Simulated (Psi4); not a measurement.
# GeH2 (SMILES [H][Ge][H]): PBE/aug-cc-pVTZ

Aim: the vertical singlet–triplet gap of GeH2 at PBE/aug-cc-pVTZ, from 2 runs. 

The results are computed with Psi4 1.11.

3 further runs of the same task are left out: 3 set aside as unsound or not needed.

## 1. The structure to begin with

GeH2: 3 atoms, total charge 0, spin state singlet. SMILES: `[H][Ge][H]`. Geometry: a GFN2-xTB relaxation, a rough one for these elements and not checked as a minimum.

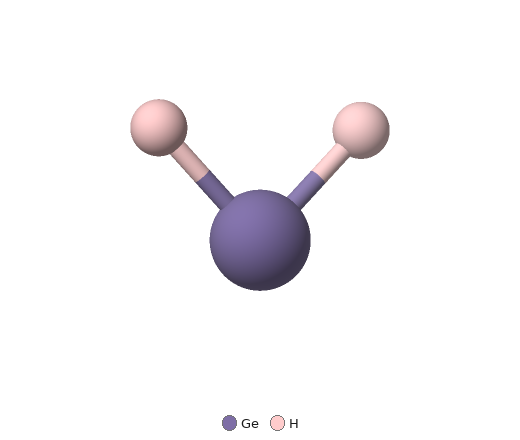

The structure, seen from a chosen angle (germanium purple, hydrogen pink).

## 2. Energy and gradient at PBE/aug-cc-pVTZ

Input file run.py:

```python
import psi4

psi4.set_memory(1600000000)
psi4.set_num_threads(1)
psi4.set_output_file('run.log', False)

geom = psi4.geometry("""
Ge     0.004590    -0.009050    -0.781020
H      1.098840    -0.017820     0.398440
H     -1.103430     0.026870     0.382580
symmetry c1
no_reorient
no_com
""")

options = {'basis': 'aug-cc-pVTZ', 'puream': True, 'e_convergence': 1e-09, 'd_convergence': 1e-08, 'scf_type': 'pk', 'dft_radial_points': 99, 'dft_spherical_points': 590}
psi4.set_options(options)

e_tot = psi4.gradient("pbe")
print('gradient / Eh bohr^-1')
print(e_tot.np.round(6))
for k, v in sorted(psi4.core.scalar_variables().items()):
    print(f'{k:45s} {v:18.10f}')
```

Started as:

```console
$ python run.py
```

run.log:

```text
[...]
  Running in c1 symmetry.
[...]
  Nuclear repulsion =   21.301569509305622
[...]
  Multiplicity = 1
[...]
  Nalpha       = 17
  Nbeta        = 17
[...]
    Number of basis functions: 105
[...]
   @RKS iter   1: -2076.60699786092755   -2.00288e+00   2.09876e-02 DIIS/ADIIS
[...]
   @RKS iter  11: -2077.86038779418050   -9.54969e-12   9.06387e-10 DIIS
[...]
    Orbital Energies [Eh]
    ---------------------
    Doubly Occupied:
       1A   -397.085182     2A    -49.191140     3A    -43.807382
       4A    -43.803187     5A    -43.802339     6A     -5.983327
       7A     -4.207606     8A     -4.193772     9A     -4.190859
      10A     -1.110742    11A     -1.107411    12A     -1.105142
      13A     -1.096433    14A     -1.094533    15A     -0.471495
      16A     -0.271887    17A     -0.222180
[...]
  @RKS Final Energy: -2077.86038779418050
   => Energetics <=
    Nuclear Repulsion Energy =             21.3015695093056223
    One-Electron Energy =               -2937.3503459664725597
    Two-Electron Energy =                 917.5401727009634669
    DFT Exchange-Correlation Energy =     -79.3517840379770405
    Empirical Dispersion Energy =           0.0000000000000000
    VV10 Nonlocal Energy =                  0.0000000000000000
    Total Energy =                      -2077.8603877941804967
[...]
 Multipole Moments:
 ------------------------------------------------------------------------------------
     Multipole            Electronic (a.u.)      Nuclear  (a.u.)        Total (a.u.)
 ------------------------------------------------------------------------------------
 L = 1.  Multiply by 2.5417464519 to convert [e a0] to [Debye]
 Dipole X            :         -0.2694014            0.2688891           -0.0005122
 Dipole Y            :          0.5286938           -0.5301627           -0.0014689
 Dipole Z            :         45.6243331          -45.7533309           -0.1289977
 Magnitude           :                                                    0.1290071
[...]
  -Total Gradient:
     Atom            X                  Y                   Z
    ------   -----------------  -----------------  -----------------
       1       -0.000273298321    -0.000030221076    -0.003120913041
       2       -0.002436051010     0.000069090970     0.001696572696
       3        0.002709665531    -0.000038886755     0.001423431967
[...]
```

Standard output:

```text
gradient / Eh bohr^-1
[[-2.730e-04 -3.000e-05 -3.121e-03]
 [-2.436e-03  6.900e-05  1.697e-03]
 [ 2.710e-03 -3.900e-05  1.423e-03]]
CURRENT ENERGY                                  -2077.8603877942
CURRENT REFERENCE ENERGY                        -2077.8603877942
DD SOLVATION ENERGY                                 0.0000000000
DFT FUNCTIONAL TOTAL ENERGY                     -2077.8603877942
DFT TOTAL ENERGY                                -2077.8603877942
DFT VV10 ENERGY                                     0.0000000000
DFT XC ENERGY                                     -79.3517840380
GRID ELECTRONS ALPHA                               17.0000000795
GRID ELECTRONS BETA                                17.0000000795
GRID ELECTRONS TOTAL                               34.0000001590
NUCLEAR REPULSION ENERGY                           21.3015695093
ONE-ELECTRON ENERGY                             -2937.3503459665
PCM POLARIZATION ENERGY                             0.0000000000
PE ENERGY                                           0.0000000000
SCF ITERATION ENERGY                            -2077.8603877942
SCF ITERATIONS                                     11.0000000000
SCF TOTAL ENERGY                                -2077.8603877942
TWO-ELECTRON ENERGY                               917.5401727010
XC GRID RADIAL POINTS                              99.0000000000
XC GRID SPHERICAL POINTS                          590.0000000000
XC GRID TOTAL POINTS                           170972.0000000000
```

Wall time 45 s (1 thread of Intel Xeon 6975P-C (Granite Rapids), shared host); peak memory 1.4 GiB.

## 3. The triplet

Input file run_ase.py:

```python
import numpy as np
from ase.calculators.psi4 import Psi4
from ase import Atoms

atoms = Atoms(['Ge', 'H', 'H'], positions=[
    [0.004590, -0.009050, -0.781020],
    [1.098840, -0.017820, 0.398440],
    [-1.103430, 0.026870, 0.382580],
])
calc = Psi4(atoms=atoms, method='pbe', basis='aug-cc-pVTZ', memory='1600MB', num_threads=1, charge=0, multiplicity=3, label='geh2', reference='uks')
calc.psi4.set_options({'puream': True, 'e_convergence': 1e-09, 'd_convergence': 1e-08, 'scf_type': 'pk', 'dft_radial_points': 99, 'dft_spherical_points': 590, 'maxiter': 200})
atoms.calc = calc

forces = atoms.get_forces()
print(f'energy: {atoms.get_potential_energy():.6f} eV')
print('forces / eV A^-1')
print(np.round(forces, 5))
```

Started as:

```console
$ python run_ase.py
```

geh2.dat:

```text
[...]
  Running in c1 symmetry.
[...]
  Nuclear repulsion =   21.301569509305622
[...]
  Multiplicity = 3
[...]
  Nalpha       = 18
  Nbeta        = 16
[...]
    Number of basis functions: 105
[...]
   @UKS iter   1: -2076.49122422257688   -1.88710e+00   2.11915e-02 ADIIS/DIIS
[...]
   @UKS iter  12: -2077.80374790634642   -1.86446e-11   8.46580e-09 DIIS
[...]
   @S^2 Observed:                2.002135267E+00
[...]
    Orbital Energies [Eh]
    ---------------------
    Alpha Occupied:
       1A   -397.091428     2A    -49.196661     3A    -43.810675
       4A    -43.810535     5A    -43.809272     6A     -5.990606
       7A     -4.206527     8A     -4.205359     9A     -4.202769
      10A     -1.113409    11A     -1.112686    12A     -1.112380
      13A     -1.109371    14A     -1.108954    15A     -0.494348
      16A     -0.294848    17A     -0.269666    18A     -0.169110
    Alpha Virtual:
      19A     -0.031110    20A     -0.026116    21A      0.014616
      22A      0.019214    23A      0.019905    24A      0.029088
      25A      0.053053    26A      0.054528    27A      0.059589
[...]
  @UKS Final Energy: -2077.80374790634642
   => Energetics <=
    Nuclear Repulsion Energy =             21.3015695093056223
    One-Electron Energy =               -2937.0696187879129866
    Two-Electron Energy =                 917.3027488205407280
    DFT Exchange-Correlation Energy =     -79.3384474482795952
    Empirical Dispersion Energy =           0.0000000000000000
    VV10 Nonlocal Energy =                  0.0000000000000000
    Total Energy =                      -2077.8037479063464161
[...]
 Multipole Moments:
 ------------------------------------------------------------------------------------
     Multipole            Electronic (a.u.)      Nuclear  (a.u.)        Total (a.u.)
 ------------------------------------------------------------------------------------
 L = 1.  Multiply by 2.5417464519 to convert [e a0] to [Debye]
 Dipole X            :          0.0148973           -0.0142795            0.0006178
 Dipole Y            :         -0.0307158            0.0281545           -0.0025613
 Dipole Z            :         -2.6520039            2.4297491           -0.2222548
 Magnitude           :                                                    0.2222704
[...]
  -Total Gradient:
     Atom            X                  Y                   Z
    ------   -----------------  -----------------  -----------------
       1       -0.000017515354    -0.000472241655    -0.041211392647
       2       -0.012172488961     0.000484893401     0.020655942881
       3        0.012190301468    -0.000012661004     0.020555170362
[...]
```

The script printed:

```text
energy: -56539.919867 eV
forces / eV A^-1
[[ 9.00000e-04  2.42800e-02  2.11917e+00]
 [ 6.25930e-01 -2.49300e-02 -1.06217e+00]
 [-6.26850e-01  6.50000e-04 -1.05699e+00]]
```

Run time: 55 s. Hardware: 1 thread of Intel Xeon 6975P-C (Granite Rapids), shared host; peak memory 1.5 GiB.

## 4. Summary of results

Level: PBE/aug-cc-pVTZ.

```
                                        quantity           value
                           singlet: total energy  -2077.86039 Eh
                          singlet: dipole moment          0.33 D
                            singlet: HOMO energy        -6.05 eV
                            singlet: LUMO energy        -3.99 eV
                          singlet: HOMO–LUMO gap         2.06 eV
               singlet: largest force on an atom      0.161 eV/Å
                           triplet: total energy  -2077.80375 Eh
                          triplet: dipole moment          0.56 D
     triplet: HOMO energy (highest over α and β)        -4.60 eV
                                   triplet: ⟨S²⟩           2.002
               triplet: largest force on an atom      2.119 eV/Å
vertical energy of the triplet above the singlet        1.541 eV
```

What this shows: At this shape the triplet lies 1.54 eV (149 kJ/mol) above the singlet.
